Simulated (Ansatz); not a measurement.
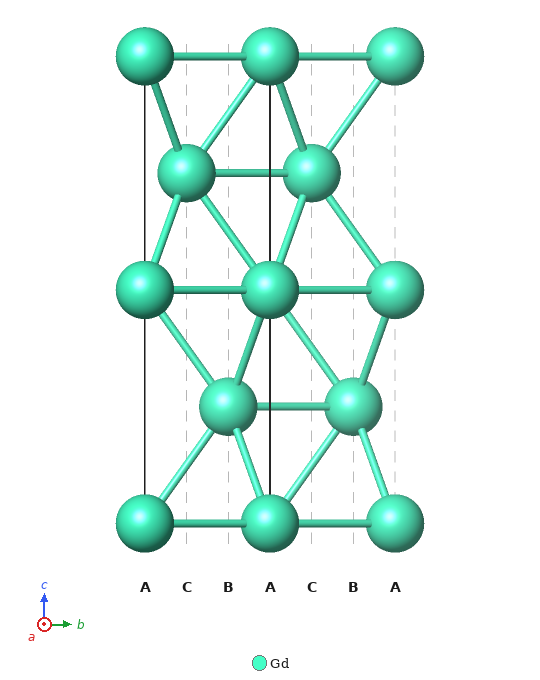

Projection along an edge of the hexagonal mesh, stacking direction c upwards. The dashed lines mark the three columns A (0, 0), B (1/3, 2/3) and C (2/3, 1/3). The sequence starts with the first layer at or above the cell's origin.

The compound is Gd (space group P6_3/mmc, No. 194), taken as the geometry relaxed with Ansatz 0.2.0, DFT PBE, scalar-relativistic, plane waves, PAW; the starting structure was generated, so it need not be a known form of this composition.

> Read off the stacking sequence over one period.

Gd(A) – Gd(B) – Gd(A) – Gd(C) (four layers in 11.68 Å).

> Taking all atoms as equal spheres, what packing is it?

As equal spheres, ABAC: a mixed close packing, (ch) in Jagodzinski's notation.

> What short polytype symbol fits?

Polytype symbol 4H, Ramsdell's symbol (number of layers in the repeat and lattice).
